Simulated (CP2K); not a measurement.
**triplet CH7AlSi at 3 levels**

We compute a comparison of 3 runs (AM1, PM6, GFN1-xTB) of triplet CH7AlSi. 

The calculation is run with CP2K 2026.2.

2 further runs of the same task are left out: 2 set aside as unsound or not needed.

## (1) Starting point

The species is CH7AlSi (10 atoms), meant as a triplet with charge 0. SMILES of the parent species: `[CH3][AlH][SiH3]`. The coordinates come from a PBE0-D4/def2-TZVP relaxation. That shape belongs to the parent species and isn't relaxed for this state.

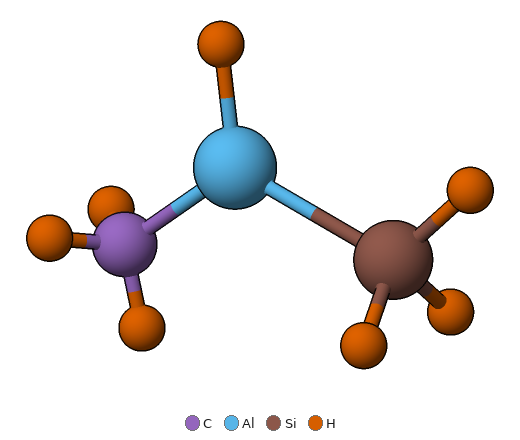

Viewed from a chosen angle; carbon purple, aluminium blue, silicon brown, hydrogen orange.

## (2) A single-point energy at AM1 (run 1)

qs.inp

```
&GLOBAL
    PROJECT_NAME qs
    RUN_TYPE ENERGY
    PRINT_LEVEL MEDIUM
&END GLOBAL

&FORCE_EVAL
    METHOD QS
    &DFT
        MULTIPLICITY 3
        LSD T
        &QS
            METHOD AM1
            EPS_DEFAULT 1.0E-10
            &SE
                &COULOMB
                    CUTOFF [angstrom] 50
                    RC_RANGE [angstrom] 0
                &END COULOMB
                &EXCHANGE
                    CUTOFF [angstrom] 50
                    RC_RANGE [angstrom] 0
                &END EXCHANGE
            &END SE
        &END QS
        &POISSON
            PERIODIC NONE
            POISSON_SOLVER ANALYTIC
        &END POISSON
        &SCF
            SCF_GUESS ATOMIC
            EPS_SCF 1.0E-06
            MAX_SCF 40
            &OT
                MINIMIZER DIIS
                PRECONDITIONER FULL_ALL
            &END OT
            &OUTER_SCF
                EPS_SCF 1.0E-06
                MAX_SCF 8
            &END OUTER_SCF
        &END SCF
        &PRINT
            &MOMENTS
                PERIODIC F
                REFERENCE COM
                MAX_MOMENT 1
            &END MOMENTS
            &MO_CUBES
                NLUMO 3
                NHOMO -1
                WRITE_CUBE F
            &END MO_CUBES
            &HIRSHFELD OFF
            &END HIRSHFELD
        &END PRINT
    &END DFT
    &SUBSYS
        &CELL
            ABC 16.6 16.4 16.3
            PERIODIC NONE
        &END CELL
        &COORD
            C     -1.428400     0.967200    -0.792400
            Al     0.409100     0.309500    -0.720900
            Si     1.161700    -1.107300     1.145400
            H     -1.909200     0.659300    -1.727500
            H     -2.050600     0.624100     0.036600
            H     -1.438000     2.063000    -0.790400
            H      1.416900     0.709200    -1.887700
            H      0.334900    -2.347600     1.241000
            H      1.000200    -0.395000     2.448500
            H      2.586600    -1.533600     1.050400
        &END COORD
        &TOPOLOGY
            &CENTER_COORDINATES
            &END CENTER_COORDINATES
        &END TOPOLOGY
    &END SUBSYS
&END FORCE_EVAL
```

On the command line:

```console
$ OMP_NUM_THREADS=1 cp2k.psmp -i qs.inp > qs.out 2>&1
```

The program printed:

```text
CP2K| version string:                                       CP2K version 2026.2
[...]
 GLOBAL| Method name                                                        CP2K
[...]
 GLOBAL| Run type                                                         ENERGY
[...]
                             - Atoms:                                         10
[...]
                             - Spherical basis functions:                     19
[...]
 Number of electrons:                                                         10
[...]
     1 OT DIIS     0.15E+00    0.0     0.20765530        -9.8417239671 -9.84E+00
[...]
    16 OT DIIS     0.15E+00    0.0     0.00000084       -13.0190163307 -9.58E-11
  *** SCF run converged in    16 steps ***
  Core-core repulsion energy [eV]:                            697.24631949871491
  Core Hamiltonian energy [eV]:                              -502.39679585651260
  Two-electron integral energy [eV]:                        -1098.22994890530185
  Electronic energy [eV]:                                   -1051.51177030916347
  Total energy [eV]:                                         -354.26545081044861
  Atomic reference energy [eV]:                               357.38657310583818
  Heat of formation [kcal/mol]:                                71.97479568458606
[...]
 SE_DIPOLE| Moment [Debye]          0.72300451      -0.67370300       0.67984739
 SE_DIPOLE| Derivative [a.u.]       0.00000000       0.00000000       0.00000000
 *** WARNING in qs_scf_post_se.F:140 :: Printing of MO cube files not ***
 *** implemented for Semi-Empirical method.                           ***
 ENERGY| Total FORCE_EVAL ( QS ) energy [hartree]            -13.019016330736598
[...]
```

Wall time 2.3 s (1 thread of Intel Xeon at 2.70GHz, shared host); peak memory 0.19 GiB.

## (3) The energy at PM6 (run 2)

molecule.xyz

```xyz
10

C     -1.428400     0.967200    -0.792400
Al     0.409100     0.309500    -0.720900
Si     1.161700    -1.107300     1.145400
H     -1.909200     0.659300    -1.727500
H     -2.050600     0.624100     0.036600
H     -1.438000     2.063000    -0.790400
H      1.416900     0.709200    -1.887700
H      0.334900    -2.347600     1.241000
H      1.000200    -0.395000     2.448500
H      2.586600    -1.533600     1.050400
```

molecule.inp

```
&global
   project_name molecule
   run_type ENERGY
   print_level MEDIUM
&end global

&force_eval
   method QS
   &dft
      multiplicity 3
      lsd T
      &qs
         method PM6
         eps_default 1.0E-10
         &se
            &coulomb
               cutoff [angstrom] 50
               rc_range [angstrom] 0
            &end coulomb
            &exchange
               cutoff [angstrom] 50
               rc_range [angstrom] 0
            &end exchange
         &end se
      &end qs
      &poisson
         periodic NONE
         poisson_solver ANALYTIC
      &end poisson
      &scf
         scf_guess ATOMIC
         eps_scf 1.0E-06
         max_scf 80
         added_mos 4
         &diagonalization
            algorithm STANDARD
         &end diagonalization
         &mixing
            method DIRECT_P_MIXING
            alpha 0.4
         &end mixing
      &end scf
      &print
         &moments
            periodic F
            reference COM
            max_moment 1
         &end moments
         &mo ON
            energies T
            occupation_numbers T
            ndigits 6
            &each
               qs_scf 0
            &end each
            add_last NUMERIC
         &end mo
         &hirshfeld OFF
         &end hirshfeld
      &end print
   &end dft
   &subsys
      &cell
         abc 20.6 20.4 20.3
         periodic NONE
      &end cell
      &topology
         coord_file_name molecule.xyz
         coord_file_format XYZ
         &center_coordinates
         &end center_coordinates
      &end topology
   &end subsys
&end force_eval
```

On the command line:

```console
$ OMP_NUM_THREADS=1 cp2k.psmp molecule.inp > molecule.out
```

The program printed:

```text
CP2K| version string:                                       CP2K version 2026.2
[...]
 GLOBAL| Method name                                                        CP2K
[...]
 GLOBAL| Run type                                                         ENERGY
[...]
                             - Atoms:                                         10
[...]
                             - Spherical basis functions:                     29
[...]
 Number of electrons:                                                         10
[...]
     1 P_Mix/Diag. 0.40E+00    0.0     0.41760062        -7.6388099466 -7.64E+00
[...]
    23 DIIS/Diag.  0.14E-06    0.0     0.00000052       -12.4494217135 -3.56E-12
  *** SCF run converged in    23 steps ***
  Core-core repulsion energy [eV]:                            684.64060384184506
  Core Hamiltonian energy [eV]:                              -514.73847993547724
  Two-electron integral energy [eV]:                        -1017.33623388993328
  Electronic energy [eV]:                                   -1023.40659688044389
  Total energy [eV]:                                         -338.76599303859888
  Atomic reference energy [eV]:                               341.79381160583807
  Heat of formation [kcal/mol]:                                69.82316042820688
[...]
 SE_DIPOLE| Moment [Debye]         -0.14654405       0.33854832      -0.47205171
 SE_DIPOLE| Derivative [a.u.]       0.00000000       0.00000000       0.00000000
 ENERGY| Total FORCE_EVAL ( QS ) energy [hartree]            -12.449421713514830
[...]
```

Wall time 1.3 s (1 thread of Intel Xeon at 2.70GHz, shared host); peak memory 0.19 GiB.

## (4) The energy at GFN1-xTB (run 3)

molecule.inp

```
&GLOBAL
 PROJECT_NAME molecule
 RUN_TYPE ENERGY
 PRINT_LEVEL MEDIUM
&END GLOBAL
&FORCE_EVAL
 METHOD QS
 &DFT
  MULTIPLICITY 3
  UKS T
  &QS
   METHOD XTB
   EPS_DEFAULT 1.0E-10
   &XTB
    GFN_TYPE 1
    CHECK_ATOMIC_CHARGES F
   &END XTB
  &END QS
  # isolated system
  &POISSON
   PERIODIC NONE
   POISSON_SOLVER ANALYTIC
  &END POISSON
  &SCF
   SCF_GUESS ATOMIC
   EPS_SCF 1.0E-07
   MAX_SCF 50
   &OT
    MINIMIZER DIIS
    PRECONDITIONER FULL_SINGLE_INVERSE
   &END OT
   &OUTER_SCF
    EPS_SCF 1.0E-07
    MAX_SCF 8
   &END OUTER_SCF
  &END SCF
  &PRINT
   &MOMENTS
    PERIODIC F
    REFERENCE COM
    MAX_MOMENT 1
   &END MOMENTS
   &MO_CUBES
    NLUMO 1
    NHOMO -1
    WRITE_CUBE F
   &END MO_CUBES
   &HIRSHFELD OFF
   &END HIRSHFELD
  &END PRINT
 &END DFT
 &SUBSYS
  # box in angstrom
  &CELL
   ABC 14.6 14.4 14.3
   PERIODIC NONE
  &END CELL
  &COORD
   UNIT bohr
   C     -2.6992848     1.8277431    -1.4974190
   Al     0.7730870     0.5848702    -1.3623036
   Si     2.1952948    -2.0924937     2.1644923
   H     -3.6078651     1.2458964    -3.2645019
   H     -3.8750724     1.1793781     0.0691640
   H     -2.7174262     3.8985050    -1.4936395
   H      2.6775529     1.3401938    -3.5672360
   H      0.6328693    -4.4363211     2.3451501
   H      1.8901041    -0.7464418     4.6269944
   H      4.8879656    -2.8980840     1.9849683
  &END COORD
  &TOPOLOGY
   &CENTER_COORDINATES
   &END CENTER_COORDINATES
  &END TOPOLOGY
 &END SUBSYS
&END FORCE_EVAL
```

On the command line:

```console
$ OMP_NUM_THREADS=1 cp2k.psmp -i molecule.inp -o molecule.out
```

The program printed:

```text
CP2K| version string:                                       CP2K version 2026.2
[...]
 GLOBAL| Method name                                                        CP2K
[...]
 GLOBAL| Run type                                                         ENERGY
[...]
                             - Atoms:                                         10
[...]
                             - Spherical basis functions:                     36
[...]
 Number of electrons:                                                         10
[...]
     1 OT DIIS     0.80E-01    0.0     0.00907293        -8.8236442646 -8.82E+00
[...]
    26 OT DIIS     0.80E-01    0.0     0.00000005        -8.8288495034 -2.66E-12
  *** SCF run converged in    26 steps ***
[...]
 TB_DIPOLE| Moment [Debye]         -0.86167290       0.35953724      -0.12869164
 TB_DIPOLE| Derivative [a.u.]       0.00000000       0.00000000       0.00000000
[...]
 ENERGY| Total FORCE_EVAL ( QS ) energy [hartree]             -8.828849503402528
[...]
```

Run time: 1.9 s. Hardware: 1 thread of Intel Xeon at 2.70GHz, shared host; peak memory 0.2 GiB.

## (5) All runs side by side

```tsv
run	level	iteration cap	solver	energy (Eh)	dipole moment (D)	heat of formation (kcal/mol)	wall time
1	AM1	40	OT	-13.019016	1.20	72.0	2.3 s
2	PM6	80	DIAG	-12.449422	0.60	69.8	1.3 s
3	GFN1-xTB	50	OT	-8.828850	0.94	–	1.9 s
```

## (6) Summary of results

| quantity | value |
| --- | --- |
| run 3: total energy | -8.82885 Eh |
| run 3: dipole moment (from atomic charges alone) | 0.94 D |
| run 3: HOMO energy (highest over α and β) | -5.86 eV |
| run 3: dispersion energy | -6.84 kJ/mol |

In words: The dipole moment (its size) runs from 0.60 D (PM6) to 1.20 D (AM1). The two dipoles point in opposite directions. Some of these are taken from atomic charges alone. Force-field and semi-empirical energies have zeros of their own, so their totals don't compare. All runs together took 5.4 s, the longest 2.3 s.
